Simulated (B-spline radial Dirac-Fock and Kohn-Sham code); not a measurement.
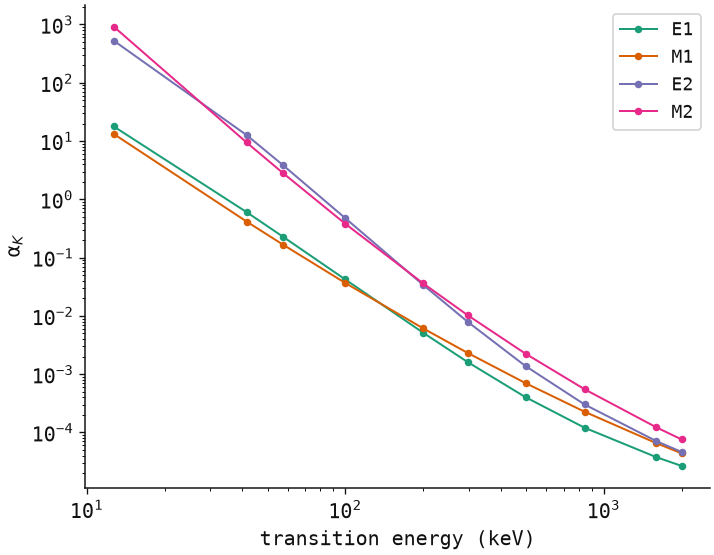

Fig. 1. K-shell internal conversion coefficients against transition energy, at the marked points and joined by straight lines (also across edges). System: cobalt (Z = 27). Method: a Dirac–Hartree–Slater potential of the neutral atom, no hole, surface-current nucleus (computed with a B-spline radial code).

E1 goes from 17.8 at 12.7 keV to 2.67 × 10⁻⁵ at 2000 keV; M1 goes from 13.2 at 12.7 keV to 4.39 × 10⁻⁵ at 2000 keV; E2 goes from 528 at 12.7 keV to 4.63 × 10⁻⁵ at 2000 keV; M2 goes from 919 at 12.7 keV to 7.60 × 10⁻⁵ at 2000 keV.
